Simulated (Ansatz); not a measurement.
The parent structure is HfO₂ (space group P4_2/nmc, No. 137; a = 3.604 Å, c = 5.264 Å).

It is then changed as follows: 0.479 electrons added to each cell, a density of 7.0×10^21 cm⁻³, with a uniform compensating background at fixed cell and a 300 K Fermi–Dirac width.

The values are results of plane-wave PAW DFT at the PBE level (Ansatz, a quantum-chemistry and plane-wave program, 420 eV), without spin-orbit coupling, not measurements.

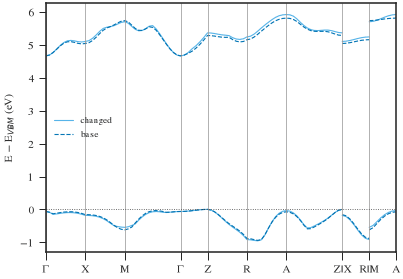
*Highest valence and lowest conduction band along the path, each from its own valence-band maximum*

### Question
From the figure, how large is the changed gap, and is it direct?

### Answer
About 4.7 eV, indirect, Z → Γ.

Carriers are added with a uniform compensating background; total energy and stress of such cells depend on the potential's zero and are not compared; many-body gap narrowing is missing at this level. Spin-orbit coupling, missing from the scalar runs, can matter with Hf. Whether these cells are dynamically stable was not tested. This is not the structure that HfO2 has at room temperature and ambient pressure.
